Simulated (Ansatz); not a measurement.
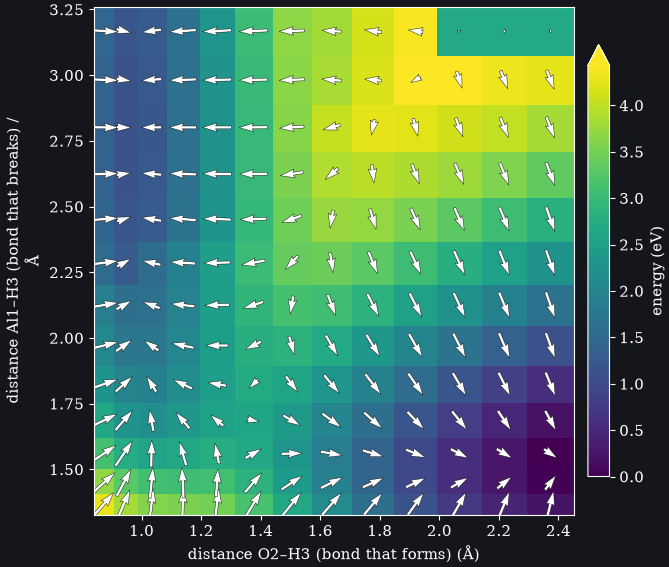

Energy landscape of the reacting system AlH3O2. The first coordinate is: distance O2–H3 (bond that forms); the second: distance Al1–H3 (bond that breaks). Relaxed at each point: all other coordinates. The scan uses a 13 × 13 grid. Points are written as (first, second). All energies are given in eV relative to the lowest grid point. Energies and slopes of some neighbouring points disagree (a jump in structure or state, or too coarse a mesh). The reference is spin-restricted, so regions where a bond is pulled apart into radicals lie too high. Level of theory: RKS PBE0-D4/def2-SVP (Ansatz 0.2.0).

In the figure: one coloured cell a grid point, arrows along the force (downhill), their lengths compressed, one colour for all values above the top of the scale. 

> Summarise what can be read from the map.

The lowest grid point is at (2.373 Å, 1.560 Å). It lies at the edge of the scanned range, so the true minimum may lie outside. Other grid points that lie below all their neighbours: (0.940 Å, 2.801 Å) (1.12 eV higher). The highest grid point, (2.067 Å, 2.982 Å), lies 4.43 eV above the lowest.

The values on the grid:

```
second ↓, first →  0.873  0.940  1.033  1.138  1.253  1.375  1.504  1.638  1.777  1.920  2.067  2.218  2.373
            3.168   1.46   1.19   1.26   1.68   2.30   3.01   3.68   3.82   4.15   4.40   2.67   2.67   2.67
            2.982   1.41   1.14   1.22   1.64   2.27   2.99   3.66   3.86   4.18   4.40   4.43   4.31   4.24
            2.801   1.38   1.12   1.20   1.63   2.26   2.97   3.62   4.04   4.25   4.23   4.11   4.02   3.83
            2.624   1.39   1.13   1.22   1.64   2.27   2.96   3.56   3.91   3.98   3.89   3.78   3.57   3.35
            2.452   1.44   1.18   1.26   1.68   2.29   2.95   3.46   3.76   3.71   3.54   3.31   3.06   2.81
            2.286   1.52   1.26   1.55   1.93   2.47   3.02   3.38   3.44   3.30   3.06   2.78   2.51   2.24
            2.125   1.88   1.60   1.63   1.97   2.46   2.91   3.13   3.07   2.84   2.54   2.23   1.93   1.65
            1.971   2.05   1.75   1.75   2.04   2.45   2.79   2.85   2.67   2.37   2.02   1.68   1.36   1.08
            1.824   2.30   1.97   1.93   2.15   2.47   2.69   2.59   2.31   1.94   1.55   1.19   0.86   0.58
            1.686   2.65   2.29   2.19   2.35   2.56   2.62   2.39   2.02   1.59   1.18   0.80   0.48   0.20
            1.560   3.11   2.72   2.57   2.65   2.76   2.66   2.31   1.87   1.41   0.97   0.59   0.26   0.00
            1.449   3.70   3.28   3.08   3.08   3.09   2.85   2.41   1.91   1.42   0.97   0.59   0.27   0.02
            1.368   4.27   3.84   3.61   3.55   3.49   3.15   2.65   2.11   1.60   1.14   0.75   0.45   0.22
```

The whole map (169 points run) took 26 min on 1 thread of Arm Neoverse V1 (shared host).
